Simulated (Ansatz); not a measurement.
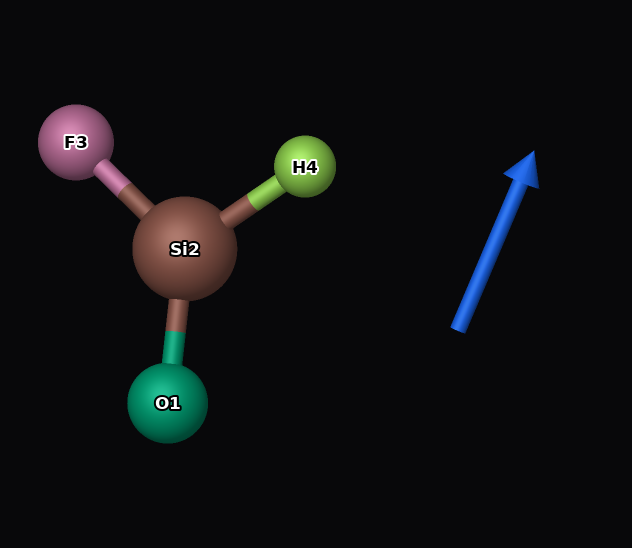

The arrow beside the molecule shows the direction of the dipole moment, from the negative to the positive end (its length means nothing). The geometry was computed by an optimisation with PBE0-D4/def2-TZVP. No frequency run is at hand to confirm it as a minimum. Properties computed with RKS PBE0-D4/def2-TZVP (Ansatz 0.2.0).

Estimate the dipole moment.

3.24 D; it points from the side of O1 to the side of H4 (the outermost atoms at the two ends).
